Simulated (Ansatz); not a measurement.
# Hf, response to strain

Consider Hf in the hcp (Mg type) structure (space group P6_3/mmc, No. 194; a = 3.158 Å, c = 5.004 Å; relaxed with 0.1 eV smearing). Axes: x lies along a and z along c of the hexagonal cell.

Strains are applied to the cell and any free atomic positions relax; under biaxial strain the out-of-plane vector relaxes too.

All numbers come from Ansatz (an electronic-structure program) PBEsol, no SOC.

Notes on the quantities. in-plane stress: mean in-plane stress (compression positive).

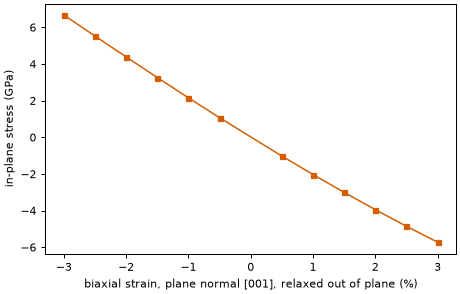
*in-plane stress against biaxial strain, plane normal [001], relaxed out of plane*

Problem. From the plot, what is the in-plane stress for biaxial strain +2.00 %, plane normal [001], relaxed out of plane?

Solution. About -4 GPa.

Problem. Is the trend monotonic over the range shown?

Solution. Yes, it falls throughout, spanning -5.7 GPa to +6.7 GPa.

Stability against distortions was not tested. The final runs are not spin-polarised.
